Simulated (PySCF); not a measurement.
Run report: SiNH₄, geometry relaxation (part 1 of 3)

System: SiNH₄, multiplicity 4, SMILES [NH][SiH3].
Method: HF/STO-3G, UHF (PySCF 2.14.0).

The atoms were displaced at random from an optimised geometry. Figures and captions count atoms from 1; the log counts them from 0 in places.

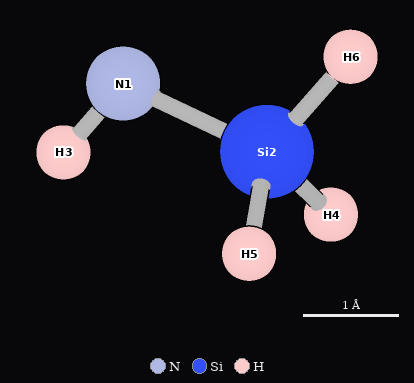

Figure 1. The input geometry (ball-and-stick view, seen at a tilt; atoms are numbered from 1 in the order of the input). Bond lengths as drawn: H–N 1.04 Å, H–Si 1.45 to 1.52 Å and N–Si 1.75 Å.

Input (run.py):
```python
from pyscf import gto, scf
from pyscf.geomopt.geometric_solver import kernel as optimise

molecule = gto.M(
    atom='''
N        0.560339      -0.895183       0.925943
Si      -0.201139       0.317230      -0.075762
H        0.941071      -1.661619       0.337391
H       -1.270409      -0.242475      -0.885833
H        0.770045       0.942682      -1.065523
H       -0.695379       1.437252       0.735175
''',
    spin=3,
    verbose=3,
    max_memory=1860,
    basis='sto-3g',
)

myscf = scf.UHF(molecule)
myscf = myscf.density_fit()
myscf.max_cycle = 100
converged, mol_eq = optimise(myscf, maxsteps=100, coordsys='cart')
print('converged:', converged)
print(mol_eq.tostring())

myscf.reset(mol_eq)
molecule = mol_eq
myscf.kernel()
if not myscf.converged:
    myscf = myscf.newton().run(myscf.mo_coeff, myscf.mo_occ)
e_final = myscf.e_tot
print('E = %.10f Eh' % e_final)
```

Run on 1 thread of Arm Neoverse V2, 24 GiB of memory available, shared host.

Launched with:
```bash
OMP_NUM_THREADS=1 python run.py
```

Log:
```
#|     Arguments passed to driver run_optimizer():      |#
coordsys                  cart
customengine              <pyscf.geomopt.geometric_solver.PySCFEngine object>
maxiter                   100
----------------------------------------------------------
Custom engine selected.
Bonds will be generated from interatomic distances less than 1.20 times sum of covalent radii
18 Cartesian coordinates being used
Internal coordinate system (atoms numbered from 1):
Cartesian-X 1
Cartesian-Y 1
Cartesian-Z 1
Cartesian-X 2
Cartesian-Y 2
Cartesian-Z 2
Cartesian-X 3
Cartesian-Y 3
Cartesian-Z 3
Cartesian-X 4
Cartesian-Y 4
Cartesian-Z 4
Cartesian-X 5
Cartesian-Y 5
Cartesian-Z 5
Cartesian-X 6
Cartesian-Y 6
Cartesian-Z 6
<class 'geometric.internal.CartesianX'> : 6
<class 'geometric.internal.CartesianY'> : 6
<class 'geometric.internal.CartesianZ'> : 6
> ===== Optimization Info: ====
> Job type: Energy minimization
> Maximum number of optimization cycles: 100
> Initial / maximum trust radius (Angstrom): 0.100 / 0.300
> Convergence Criteria:
> Will converge when all 5 criteria are reached:
>  |Delta-E| < 1.00e-06
>  RMS-Grad  < 3.00e-04
>  Max-Grad  < 4.50e-04
>  RMS-Disp  < 1.20e-03
>  Max-Disp  < 1.80e-03
> === End Optimization Info ===

Geometry optimization cycle 1
Cartesian coordinates (Angstrom)
 Atom        New coordinates             dX        dY        dZ
   N   0.560339  -0.895183   0.925943    0.000000  0.000000  0.000000
  Si  -0.201139   0.317230  -0.075762    0.000000  0.000000  0.000000
   H   0.941071  -1.661619   0.337391    0.000000  0.000000  0.000000
   H  -1.270409  -0.242475  -0.885833    0.000000  0.000000  0.000000
   H   0.770045   0.942682  -1.065523    0.000000  0.000000  0.000000
   H  -0.695379   1.437252   0.735175    0.000000  0.000000  0.000000

WARN: Mole.unit (angstrom) is changed to Bohr

WARN: HOMO 0.348879834594679 >= LUMO -0.27803231109897

converged SCF energy = -341.282542299054  <S^2> = 3.7576488  2S+1 = 4.0038226
--------------- DFUHF_Scanner gradients ---------------
         x                y                z
0 N    -0.1085192845     0.1753727609    -0.1582054436
1 Si     0.1062071258    -0.2369413160     0.1538945149
2 H    -0.0384219373     0.0679769636    -0.0031515478
3 H     0.0034966895    -0.0167148847    -0.0004382813
4 H     0.0307017790     0.0055974310    -0.0170552267
5 H     0.0065356275     0.0047090453     0.0249559845
----------------------------------------------
cycle 1: E = -341.282542299  dE = -341.283  norm(grad) = 0.408677
Step    0 : Gradient = 1.668e-01/3.018e-01 (rms/max) Energy = -341.2825422991
Hessian Eigenvalues: 5.00000e-01 5.00000e-01 5.00000e-01 ... 5.00000e-01 5.00000e-01 5.00000e-01

Geometry optimization cycle 2
Cartesian coordinates (Angstrom)
 Atom        New coordinates             dX        dY        dZ
   N   0.625382  -1.000296   1.020767    0.065043 -0.105113  0.094824
  Si  -0.264796   0.459246  -0.168002   -0.063657  0.142016 -0.092240
   H   0.964100  -1.702362   0.339280    0.023029 -0.040743  0.001889
   H  -1.272505  -0.232457  -0.885570   -0.002096  0.010018  0.000263
   H   0.751643   0.939327  -1.055301   -0.018402 -0.003355  0.010222
   H  -0.699296   1.434430   0.720217   -0.003917 -0.002822 -0.014958
converged SCF energy = -341.420900287767  <S^2> = 3.76673  2S+1 = 4.0083563
--------------- DFUHF_Scanner gradients ---------------
         x                y                z
0 N    -0.0526783883     0.0850210288    -0.0974446143
1 Si     0.0416469338    -0.0906174518     0.0830545713
2 H    -0.0208709071     0.0392442694     0.0112766737
3 H     0.0078062273    -0.0083043031     0.0036564792
4 H     0.0097463055    -0.0055252395     0.0011168218
5 H     0.0143498288    -0.0198183038    -0.0016599316
----------------------------------------------
cycle 2: E = -341.420900288  dE = -0.138358  norm(grad) = 0.198286
Step    1 : Displace = 1.000e-01/1.809e-01 (rms/max) Trust = 1.000e-01 (=) Grad = 8.095e-02/1.396e-01 (rms/max) E (change) = -341.4209002878 (-1.384e-01) Quality = 1.020
Along Cartesian-Y 2 0.580
Hessian Eigenvalues: 3.86418e-01 5.00000e-01 5.00000e-01 ... 5.00000e-01 5.00000e-01 6.05281e-01

Geometry optimization cycle 3
Cartesian coordinates (Angstrom)
 Atom        New coordinates             dX        dY        dZ
   N   0.692281  -1.108188   1.159539    0.066899 -0.107892  0.138772
  Si  -0.310476   0.556572  -0.279552   -0.045680  0.097326 -0.111550
   H   0.992220  -1.756745   0.315641    0.028120 -0.054383 -0.023639
   H  -1.286863  -0.221772  -0.893029   -0.014358  0.010685 -0.007459
   H   0.743018   0.952341  -1.063555   -0.008625  0.013014 -0.008255
   H  -0.725652   1.475680   0.732347   -0.026356  0.041251  0.012130
converged SCF energy = -341.481828328643  <S^2> = 3.7761136  2S+1 = 4.0130356
--------------- DFUHF_Scanner gradients ---------------
         x                y                z
0 N    -0.0347061228     0.0618778799    -0.0208791644
1 Si     0.0286915896    -0.0372568629    -0.0057860640
2 H     0.0030606159    -0.0081139747    -0.0210226488
3 H     0.0154485418     0.0003371569     0.0122059852
4 H    -0.0161121566    -0.0153345164     0.0229209820
5 H     0.0036175321    -0.0015096828     0.0125609101
----------------------------------------------
cycle 3: E = -341.481828329  dE = -0.060928  norm(grad) = 0.0990569
Step    2 : Displace = 1.056e-01/1.881e-01 (rms/max) Trust = 1.414e-01 (+) Grad = 4.044e-02/7.395e-02 (rms/max) E (change) = -341.4818283286 (-6.093e-02) Quality = 1.269
Along Cartesian-Z 1 0.536
Hessian Eigenvalues: 2.17183e-01 5.00000e-01 5.00000e-01 ... 5.00000e-01 5.81822e-01 6.38991e-01

Geometry optimization cycle 4
Cartesian coordinates (Angstrom)
 Atom        New coordinates             dX        dY        dZ
   N   0.765495  -1.235276   1.240731    0.073214 -0.127087  0.081192
  Si  -0.364440   0.633731  -0.307156   -0.053964  0.077159 -0.027605
   H   0.996766  -1.762898   0.336036    0.004546 -0.006152  0.020395
   H  -1.317109  -0.219022  -0.915408   -0.030246  0.002750 -0.022379
   H   0.767052   0.982803  -1.104651    0.024034  0.030462 -0.041096
   H  -0.743235   1.498548   0.721840   -0.017583  0.022868 -0.010507
converged SCF energy = -341.504653190831  <S^2> = 3.7756538  2S+1 = 4.0128064
--------------- DFUHF_Scanner gradients ---------------
         x                y                z
0 N    -0.0124420650     0.0201143847    -0.0238816956
1 Si    -0.0095171418     0.0015225884     0.0158505310
2 H    -0.0031613250     0.0061812930     0.0042129111
3 H     0.0057005341    -0.0082592450     0.0038111442
4 H     0.0101628579    -0.0058903721     0.0010226701
5 H     0.0092571398    -0.0136686490    -0.0010155608
----------------------------------------------
cycle 4: E = -341.504653191  dE = -0.0228249  norm(grad) = 0.0454712
Step    3 : Displace = 8.541e-02/1.677e-01 (rms/max) Trust = 2.000e-01 (+) Grad = 1.856e-02/3.361e-02 (rms/max) E (change) = -341.5046531908 (-2.282e-02) Quality = 1.239
Along Cartesian-Y 1 -0.607
Hessian Eigenvalues: 1.19908e-01 5.00000e-01 5.00000e-01 ... 5.05794e-01 5.99059e-01 7.74798e-01

Geometry optimization cycle 5
Cartesian coordinates (Angstrom)
 Atom        New coordinates             dX        dY        dZ
   N   0.821139  -1.329187   1.322136    0.055644 -0.093912  0.081405
  Si  -0.376379   0.670239  -0.349926   -0.011939  0.036508 -0.042770
   H   1.005188  -1.778190   0.337044    0.008422 -0.015292  0.001008
   H  -1.340592  -0.204677  -0.931970   -0.023483  0.014345 -0.016562
   H   0.762404   1.006716  -1.125837   -0.004648  0.023914 -0.021186
   H  -0.767231   1.532986   0.719944   -0.023996  0.034438 -0.001895
converged SCF energy = -341.512625569723  <S^2> = 3.7790507  2S+1 = 4.0144991
--------------- DFUHF_Scanner gradients ---------------
         x                y                z
0 N    -0.0101521533     0.0190225275     0.0025076953
1 Si    -0.0009758607     0.0056756080    -0.0085609063
2 H     0.0013317074    -0.0040399016    -0.0138143119
3 H     0.0006101813    -0.0114749392     0.0026715665
4 H     0.0064658626    -0.0070771653     0.0044830911
5 H     0.0027202627    -0.0021061294     0.0127128654
----------------------------------------------
cycle 5: E = -341.51262557  dE = -0.00797238  norm(grad) = 0.0348026
Step    4 : Displace = 6.582e-02/1.362e-01 (rms/max) Trust = 2.828e-01 (+) Grad = 1.421e-02/2.171e-02 (rms/max) E (change) = -341.5126255697 (-7.972e-03) Quality = 1.325
Along Cartesian-Y 1 -0.583
Hessian Eigenvalues: 6.40367e-02 4.96769e-01 5.00000e-01 ... 5.22037e-01 5.94135e-01 9.37554e-01

Geometry optimization cycle 6
Cartesian coordinates (Angstrom)
 Atom        New coordinates             dX        dY        dZ
   N   0.878564  -1.428883   1.381075    0.057425 -0.099695  0.058939
  Si  -0.387187   0.692542  -0.371607   -0.010808  0.022303 -0.021681
   H   1.010494  -1.785464   0.358398    0.005306 -0.007274  0.021354
   H  -1.357995  -0.176719  -0.947670   -0.017403  0.027958 -0.015700
   H   0.749615   1.034760  -1.148143   -0.012789  0.028044 -0.022306
   H  -0.788962   1.561650   0.699338   -0.021731  0.028664 -0.020607
converged SCF energy = -341.517592624308  <S^2> = 3.7780203  2S+1 = 4.0139857
--------------- DFUHF_Scanner gradients ---------------
         x                y                z
0 N    -0.0056518749     0.0106023773     0.0014222341
1 Si    -0.0037969712     0.0095849271    -0.0182195451
2 H     0.0002320593    -0.0013699549    -0.0082763885
3 H     0.0010312773    -0.0111957154     0.0040265278
4 H     0.0069031366    -0.0074360025     0.0050792797
5 H     0.0012823729    -0.0001856317     0.0159678920
----------------------------------------------
cycle 6: E = -341.517592624  dE = -0.00496705  norm(grad) = 0.0343957
Step    5 : Displace = 6.168e-02/1.294e-01 (rms/max) Trust = 3.000e-01 (+) Grad = 1.404e-02/2.093e-02 (rms/max) E (change) = -341.5175926243 (-4.967e-03) Quality = 1.545
Along Cartesian-Y 1 -0.660
Hessian Eigenvalues: 2.89746e-02 4.44402e-01 5.00000e-01 ... 5.50659e-01 6.09204e-01 8.87758e-01

Geometry optimization cycle 7
Cartesian coordinates (Angstrom)
 Atom        New coordinates             dX        dY        dZ
   N   0.978598  -1.602064   1.486239    0.100035 -0.173182  0.105164
  Si  -0.394621   0.714528  -0.379452   -0.007434  0.021986 -0.007846
   H   1.022032  -1.802358   0.395143    0.011538 -0.016894  0.036744
   H  -1.389439  -0.114130  -0.980850   -0.031444  0.062590 -0.033180
   H   0.715028   1.091677  -1.190977   -0.034587  0.056917 -0.042834
   H  -0.827069   1.610233   0.641288   -0.038107  0.048583 -0.058050
converged SCF energy = -341.524794271482  <S^2> = 3.776802  2S+1 = 4.0133786
--------------- DFUHF_Scanner gradients ---------------
         x                y                z
0 N    -0.0030324873     0.0077683543     0.0196376966
1 Si    -0.0114413512     0.0216033552    -0.0167832622
2 H     0.0005463535    -0.0035188221    -0.0227636556
3 H     0.0005156333    -0.0125164292     0.0045055923
4 H     0.0103377924    -0.0077988857     0.0036499761
5 H     0.0030740593    -0.0055375725     0.0117536528
----------------------------------------------
cycle 7: E = -341.524794271  dE = -0.00720165  norm(grad) = 0.0490086
Step    6 : Displace = 1.102e-01/2.262e-01 (rms/max) Trust = 3.000e-01 (=) Grad = 2.001e-02/2.965e-02 (rms/max) E (change) = -341.5247942715 (-7.202e-03) Quality = 1.562
Along Cartesian-Y 1 -0.641
Hessian Eigenvalues: 1.16254e-02 4.21832e-01 5.00000e-01 ... 5.97010e-01 6.76613e-01 8.72235e-01

Geometry optimization cycle 8
Cartesian coordinates (Angstrom)
 Atom        New coordinates             dX        dY        dZ
   N   1.201797  -1.992838   1.676578    0.223199 -0.390774  0.190339
  Si  -0.379711   0.716848  -0.378664    0.014911  0.002320  0.000789
   H   1.047936  -1.835462   0.520225    0.025904 -0.033105  0.125082
   H  -1.457417   0.049132  -1.059983   -0.067978  0.163262 -0.079134
   H   0.610824   1.228169  -1.284457   -0.104204  0.136492 -0.093480
   H  -0.918901   1.732039   0.497692   -0.091832  0.121805 -0.143596
converged SCF energy = -341.532998577771  <S^2> = 3.7820739  2S+1 = 4.0160049
--------------- DFUHF_Scanner gradients ---------------
         x                y                z
0 N     0.0077720677    -0.0076088699     0.0616115538
1 Si     0.0021469324     0.0051520863    -0.0101961934
2 H    -0.0080584199     0.0080787027    -0.0621660754
3 H    -0.0065027150    -0.0078585217     0.0005748480
4 H     0.0095079978    -0.0019556898    -0.0015019051
5 H    -0.0048658631     0.0041922924     0.0116777722
----------------------------------------------
cycle 8: E = -341.532998578  dE = -0.00820431  norm(grad) = 0.0917753
Step    7 : Displace = 2.503e-01/4.892e-01 (rms/max) Trust = 3.000e-01 (=) Grad = 3.747e-02/6.320e-02 (rms/max) E (change) = -341.5329985778 (-8.204e-03) Quality = 0.836
Along Cartesian-Y 1 -0.637
Hessian Eigenvalues: 1.83235e-02 3.61178e-01 5.00000e-01 ... 6.13499e-01 6.91497e-01 9.12432e-01

Geometry optimization cycle 9
Cartesian coordinates (Angstrom)
 Atom        New coordinates             dX        dY        dZ
   N   1.161498  -1.926042   1.605565   -0.040299  0.066796 -0.071014
  Si  -0.370039   0.696070  -0.360888    0.009671 -0.020778  0.017776
   H   1.050744  -1.838219   0.543164    0.002808 -0.002756  0.022939
   H  -1.441053   0.041425  -1.049554    0.016365 -0.007707  0.010429
   H   0.606935   1.212212  -1.267286   -0.003889 -0.015958  0.017171
   H  -0.903558   1.712441   0.500390    0.015343 -0.019597  0.002698
converged SCF energy = -341.539514786672  <S^2> = 3.7669894  2S+1 = 4.0084857
--------------- DFUHF_Scanner gradients ---------------
         x                y                z
0 N    -0.0017127917     0.0019861043    -0.0106294137
1 Si     0.0005316382     0.0059577058    -0.0091168715
2 H     0.0009807852    -0.0007150336     0.0097208407
3 H    -0.0031924631    -0.0053383853     0.0017533734
4 H     0.0059243574    -0.0027617410     0.0006133002
5 H    -0.0025315260     0.0008713497     0.0076587709
----------------------------------------------
cycle 9: E = -341.539514787  dE = -0.00651621  norm(grad) = 0.0220321
Step    8 : Displace = 4.854e-02/1.055e-01 (rms/max) Trust = 3.000e-01 (=) Grad = 8.995e-03/1.095e-02 (rms/max) E (change) = -341.5395147867 (-6.516e-03) Quality = 0.967
Along Cartesian-Z 1 -0.597
Hessian Eigenvalues: 2.09456e-02 2.99574e-01 4.98486e-01 ... 6.13573e-01 7.59873e-01 9.91064e-01

Geometry optimization cycle 10
Cartesian coordinates (Angstrom)
 Atom        New coordinates             dX        dY        dZ
   N   1.212727  -2.016371   1.642714    0.051229 -0.090329  0.037149
  Si  -0.366483   0.689327  -0.350494    0.003556 -0.006743  0.010393
   H   1.059450  -1.849830   0.581822    0.008706 -0.011612  0.038658
   H  -1.451336   0.088678  -1.069471   -0.010284  0.047253 -0.019917
   H   0.571594   1.247213  -1.288078   -0.035342  0.035001 -0.020792
   H  -0.921423   1.738872   0.454899   -0.017865  0.026430 -0.045491
converged SCF energy = -341.540853694984  <S^2> = 3.7673074  2S+1 = 4.0086444
--------------- DFUHF_Scanner gradients ---------------
         x                y                z
0 N    -0.0002692247     0.0005937250     0.0009850415
1 Si     0.0028528141    -0.0040495140     0.0022977266
2 H    -0.0002225091     0.0002592394    -0.0015960258
3 H    -0.0043341844    -0.0013308302    -0.0005245297
4 H     0.0056827381     0.0019658140    -0.0043119304
5 H    -0.0037096339     0.0025615658     0.0031497178
----------------------------------------------
cycle 10: E = -341.540853695  dE = -0.00133891  norm(grad) = 0.0118196
Step    9 : Displace = 6.159e-02/1.107e-01 (rms/max) Trust = 3.000e-01 (=) Grad = 4.825e-03/7.399e-03 (rms/max) E (change) = -341.5408536950 (-1.339e-03) Quality = 1.128
Along Cartesian-Y 1 -0.599
Hessian Eigenvalues: 1.87285e-02 2.82253e-01 4.91382e-01 ... 6.20019e-01 7.85346e-01 1.05345e+00

Geometry optimization cycle 11
Cartesian coordinates (Angstrom)
 Atom        New coordinates             dX        dY        dZ
   N   1.221978  -2.032878   1.648231    0.009250 -0.016507  0.005517
  Si  -0.368170   0.691136  -0.350645   -0.001687  0.001810 -0.000150
   H   1.061062  -1.851892   0.590265    0.001612 -0.002062  0.008443
   H  -1.448726   0.098514  -1.072713    0.002610  0.009836 -0.003242
   H   0.559208   1.251603  -1.287396   -0.012386  0.004390  0.000682
   H  -0.920823   1.741404   0.443649    0.000600  0.002532 -0.011250
converged SCF energy = -341.541060165198  <S^2> = 3.7673057  2S+1 = 4.0086435
--------------- DFUHF_Scanner gradients ---------------
         x                y                z
0 N    -0.0001513368     0.0004311535     0.0014886652
1 Si     0.0020927468    -0.0025066010     0.0019102636
2 H    -0.0002968996     0.0003459652    -0.0020451317
3 H    -0.0020965837     0.0003999317     0.0004203348
4 H     0.0026823491     0.0010523919    -0.0022449921
5 H    -0.0022302758     0.0002771586     0.0004708601
```
